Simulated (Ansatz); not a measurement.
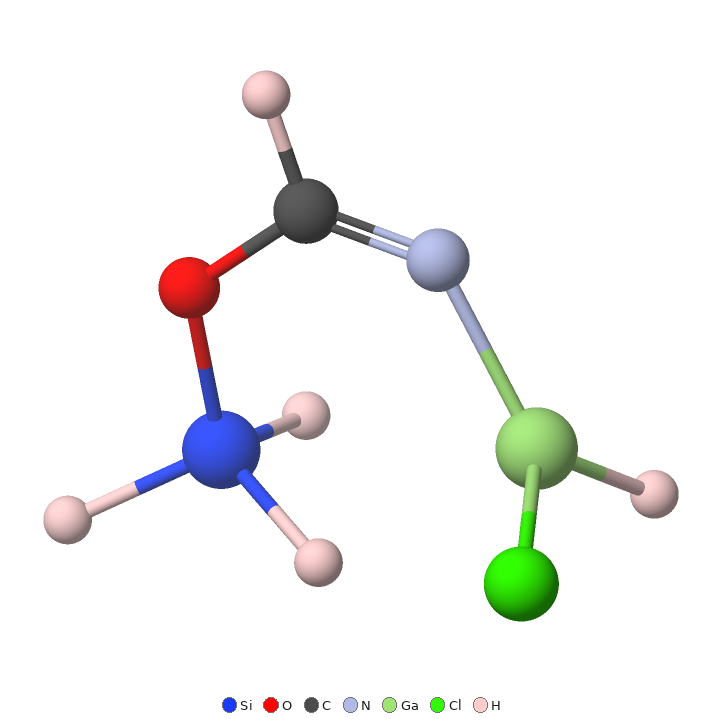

Multiple sticks mark multiple bonds (one Kekulé form).

Describe the molecule.

The molecule is CH₅ClGaNOSi. Its SMILES string is `[SiH3]O/C=[N]\[GaH][Cl]`. Among its groups: imine, Si–H bond, Si–O bond. The point group is C1. Coordination: 1 Si tetrahedral; 1 O bent; 1 C trigonal planar; 1 N bent; 1 Ga trigonal planar.

The parts below concern this one geometry. Atoms keep their numbers from picture to picture. Computed geometry: PBE0-D4/def2-TZVP optimisation.

Dipole moment

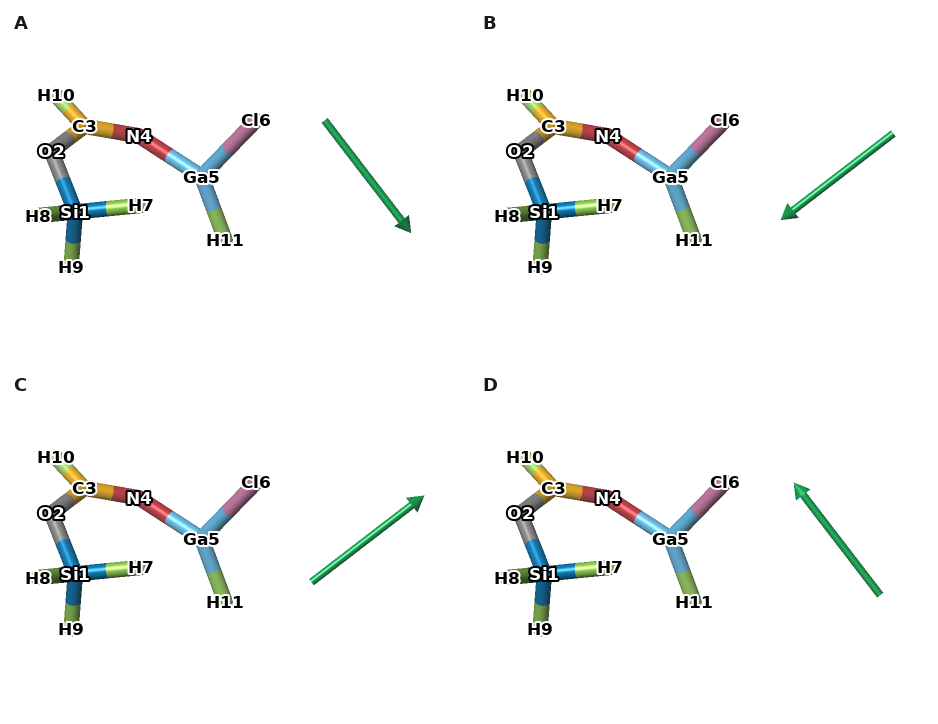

The same molecule four times, each with an arrow. Properties computed with RKS PBE-D4/def2-TZVPP (Ansatz 0.2.0).

> Which arrow points along the dipole moment, from the negative to the positive end?

B. The dipole moment is 2.92 D; it points from the side of Cl6 to the side of H8, H9 (the outermost atoms at the two ends).

Vibrations

Harmonic vibrations computed with RKS PBE0-D4/def2-TZVP (Ansatz 0.2.0) at a stationary point of the same level.

> How many vibrational modes are there, and where do they lie?

27 modes: 53, 74, 96, 129, 168, 251, 356, 414, 486, 544, 608, 640, 709, 772, 791, 933, 941, 978, 995, 1133, 1390, 1781, 2050, 2113, 2257, 2291, 3106 cm⁻¹.

Charges

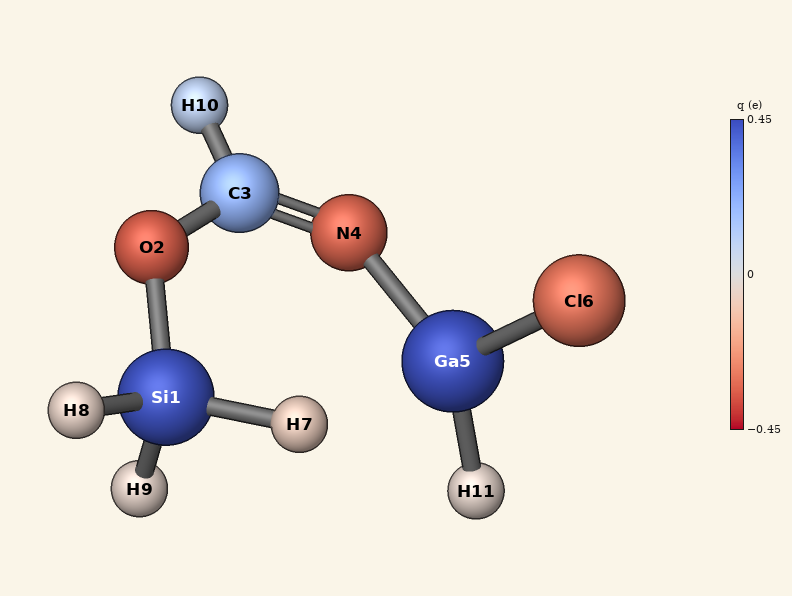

Atoms are coloured by their Mulliken charges. Method: RKS r2SCAN-D4/def2-TZVPP (Ansatz 0.2.0).

Give the Mulliken charges atom by atom.

```tsv
atom	value (e)
Si1	0.43
O2	−0.33
C3	0.20
N4	−0.32
Ga5	0.43
Cl6	−0.30
H7	−0.07
H8	−0.05
H9	−0.04
H10	0.09
H11	−0.04
```

Mulliken values depend strongly on the basis set and can even reverse the polarity of a bond.
